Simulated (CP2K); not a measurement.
**AM1 run of CH2BF (SMILES B[C]F)**

What is the energy change on altering one bond length of CH2BF at AM1? 

The calculation is run with CP2K 2026.2.

2 further runs of the same task are left out: 1 that didn't finish, 1 set aside as unsound or not needed.

**1. The system as given**

CH2BF has 5 atoms, charge 0, and is taken as a triplet. As SMILES, `B[C]F`. The coordinates come from a GFN2-xTB relaxation.

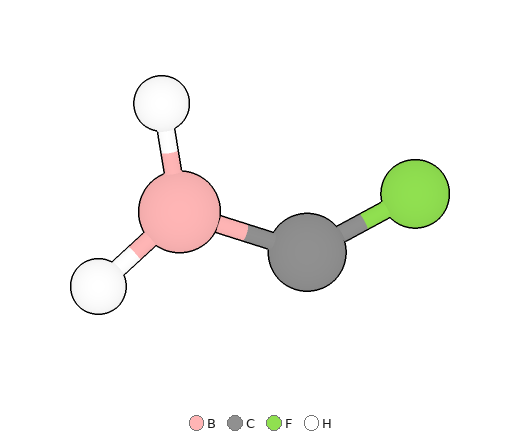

The structure, seen from a chosen angle (boron pink, carbon grey, fluorine green, hydrogen white).

**2. The energy at AM1**

File mol.inp:

```
&GLOBAL
    PROJECT mol
    RUN_TYPE ENERGY
    PRINT_LEVEL MEDIUM
&END GLOBAL

&FORCE_EVAL
    METHOD Quickstep
    &DFT
        MULTIPLICITY 3
        UKS T
        &QS
            METHOD AM1
            EPS_DEFAULT 1.0E-10
            &SE
                &COULOMB
                    CUTOFF [angstrom] 50
                    RC_RANGE [angstrom] 0
                &END COULOMB
                &EXCHANGE
                    CUTOFF [angstrom] 50
                    RC_RANGE [angstrom] 0
                &END EXCHANGE
            &END SE
        &END QS
        &POISSON
            PERIODIC NONE
            POISSON_SOLVER ANALYTIC
        &END POISSON
        &SCF
            SCF_GUESS ATOMIC
            EPS_SCF 1.0E-06
            MAX_SCF 80
            ADDED_MOS 8
            &DIAGONALIZATION
                ALGORITHM STANDARD
            &END DIAGONALIZATION
            &MIXING
                METHOD DIRECT_P_MIXING
                ALPHA 0.4
            &END MIXING
        &END SCF
        &PRINT
            &MOMENTS
                PERIODIC F
                REFERENCE COM
                MAX_MOMENT 1
            &END MOMENTS
            &MO ON
                ENERGIES T
                OCCUPATION_NUMBERS T
                NDIGITS 6
                &EACH
                    QS_SCF 0
                &END EACH
                ADD_LAST NUMERIC
            &END MO
            &HIRSHFELD OFF
            &END HIRSHFELD
        &END PRINT
    &END DFT
    &SUBSYS
        &CELL
            ABC 10.8 9.8 9.8
            PERIODIC NONE
        &END CELL
        &COORD
            B     -0.505570    -0.250120    -0.120900
            C      0.899880     0.179790    -0.245440
            F      1.716060     0.896670     0.490070
            H     -0.994750    -0.904870    -0.953460
            H     -1.115610     0.078530     0.829720
        &END COORD
        &TOPOLOGY
            &CENTER_COORDINATES
            &END CENTER_COORDINATES
        &END TOPOLOGY
    &END SUBSYS
&END FORCE_EVAL
```

Run with:

```sh
$ OMP_NUM_THREADS=1 cp2k.psmp -i mol.inp -o mol.out
```

Output:

```text
CP2K| version string:                                       CP2K version 2026.2
[...]
 GLOBAL| Method name                                                        CP2K
[...]
 GLOBAL| Run type                                                         ENERGY
[...]
 *** WARNING in qs_environment.F:2191 :: More ADDED_MOs requested for beta ***
 *** spin than available.                                                  ***
 *** WARNING in qs_environment.F:2210 :: More added MOs requested than     ***
 *** available. The full set of unoccupied MOs will be used. Use           ***
 *** 'ADDED_MOS -1' to always use all available MOs and to get rid of this ***
[...]
                             - Atoms:                                          5
[...]
                             - Spherical basis functions:                     14
[...]
 Number of electrons:                                                          9
[...]
     1 P_Mix/Diag. 0.40E+00    0.0     0.36506418       -22.3829302978 -2.24E+01
[...]
    20 DIIS/Diag.  0.12E-06    0.0     0.00000025       -25.9853332105 -3.24E-12
  *** SCF run converged in    20 steps ***
  Core-core repulsion energy [eV]:                            622.49414120218739
  Core Hamiltonian energy [eV]:                             -1134.13495276159028
  Two-electron integral energy [eV]:                         -390.91213014558900
  Electronic energy [eV]:                                   -1329.59101783438473
  Total energy [eV]:                                         -707.09687663219734
  Atomic reference energy [eV]:                               708.24935628972173
  Heat of formation [kcal/mol]:                                26.57681437330763
[...]
 SE_DIPOLE| Moment [Debye]          0.92139731       0.19856578      -0.22416130
 SE_DIPOLE| Derivative [a.u.]       0.00000000       0.00000000       0.00000000
 ENERGY| Total FORCE_EVAL ( QS ) energy [hartree]            -25.985333210527983
[...]
```

It took 0.24 s on 1 thread of Arm Neoverse V2, shared host.

**3. The distorted shape, same level**

File qs.inp:

```
&GLOBAL
  PROJECT qs
  RUN_TYPE ENERGY
  PRINT_LEVEL MEDIUM
&END GLOBAL
&FORCE_EVAL
  METHOD QUICKSTEP
  &DFT
    MULTIPLICITY 3
    UNRESTRICTED_KOHN_SHAM T
    &QS
      METHOD AM1
      EPS_DEFAULT 1.0E-10
      &SE
        &COULOMB
          CUTOFF [angstrom] 50
          RC_RANGE [angstrom] 0
        &END COULOMB
        &EXCHANGE
          CUTOFF [angstrom] 50
          RC_RANGE [angstrom] 0
        &END EXCHANGE
      &END SE
    &END QS
    &POISSON
      PERIODIC NONE
      POISSON_SOLVER ANALYTIC
    &END POISSON
    &SCF
      SCF_GUESS ATOMIC
      EPS_SCF 1.0E-06
      MAX_SCF 80
      ADDED_MOS 8
      &DIAGONALIZATION
        ALGORITHM STANDARD
      &END DIAGONALIZATION
      &MIXING
        METHOD DIRECT_P_MIXING
        ALPHA 0.4
      &END MIXING
    &END SCF
    &PRINT
      &MOMENTS
        PERIODIC F
        REFERENCE COM
        MAX_MOMENT 1
      &END MOMENTS
      &MO ON
        ENERGIES T
        OCCUPATION_NUMBERS T
        NDIGITS 6
        &EACH
          QS_SCF 0
        &END EACH
        ADD_LAST NUMERIC
      &END MO
      &HIRSHFELD OFF
      &END HIRSHFELD
    &END PRINT
  &END DFT
  &SUBSYS
    &CELL
      ABC 11 9.8 10
      PERIODIC NONE
    &END CELL
    &COORD
      B     -0.383583    -0.315839    -0.310992
      C      1.021867     0.114071    -0.435532
      F      1.838047     0.830951     0.299978
      H     -0.872763    -0.970589    -1.143552
      H     -1.115610     0.078530     0.829720
    &END COORD
    &TOPOLOGY
      &CENTER_COORDINATES
      &END CENTER_COORDINATES
    &END TOPOLOGY
  &END SUBSYS
&END FORCE_EVAL
```

Run with:

```sh
$ OMP_NUM_THREADS=1 cp2k.psmp -i qs.inp > qs.out 2>&1
```

Output:

```text
CP2K| version string:                                       CP2K version 2026.2
[...]
 GLOBAL| Method name                                                        CP2K
[...]
 GLOBAL| Run type                                                         ENERGY
[...]
 *** WARNING in qs_environment.F:2191 :: More ADDED_MOs requested for beta ***
 *** spin than available.                                                  ***
 *** WARNING in qs_environment.F:2210 :: More added MOs requested than     ***
 *** available. The full set of unoccupied MOs will be used. Use           ***
 *** 'ADDED_MOS -1' to always use all available MOs and to get rid of this ***
[...]
                             - Atoms:                                          5
[...]
                             - Spherical basis functions:                     14
[...]
 Number of electrons:                                                          9
[...]
     1 P_Mix/Diag. 0.40E+00    0.0     0.36407481       -22.4367232397 -2.24E+01
[...]
    21 DIIS/Diag.  0.13E-06    0.0     0.00000034       -25.9619061230 -2.35E-12
  *** SCF run converged in    21 steps ***
  Core-core repulsion energy [eV]:                            615.63522539083363
  Core Hamiltonian energy [eV]:                             -1132.72101681429194
  Two-electron integral energy [eV]:                         -378.74720347515512
  Electronic energy [eV]:                                   -1322.09461855186942
  Total energy [eV]:                                         -706.45939316103568
  Atomic reference energy [eV]:                               708.24935628972173
  Heat of formation [kcal/mol]:                                41.27753361681078
[...]
 SE_DIPOLE| Moment [Debye]          0.86175316       0.24875906      -0.10001251
 SE_DIPOLE| Derivative [a.u.]       0.00000000       0.00000000       0.00000000
 ENERGY| Total FORCE_EVAL ( QS ) energy [hartree]            -25.961906123007477
[...]
```

Wall time 0.24 s (1 thread of Arm Neoverse V2, shared host).

**4. Outcome**

Level: AM1.

| quantity | value |
| --- | --- |
| first shape: total energy | -25.98533 Eh |
| first shape: dipole moment | 0.97 D |
| first shape: HOMO energy (highest over α and β) | -10.16 eV |
| first shape: LUMO energy (lowest over α and β) | -0.43 eV |
| first shape: heat of formation | 26.6 kcal/mol |
| distorted shape: total energy | -25.96191 Eh |
| distorted shape: dipole moment | 0.90 D |
| distorted shape: HOMO energy (highest over α and β) | -10.05 eV |
| distorted shape: LUMO energy (lowest over α and β) | -0.44 eV |
| distorted shape: heat of formation | 41.3 kcal/mol |
| energy change with the B1–H5 bond stretched from 1.176 to 1.412 Å | 0.637 eV |

What this shows: With the B1–H5 bond stretched from 1.176 to 1.412 Å the energy rises by 0.64 eV (14.7 kcal/mol). The first shape isn't relaxed at this level, so the change isn't measured from a minimum.
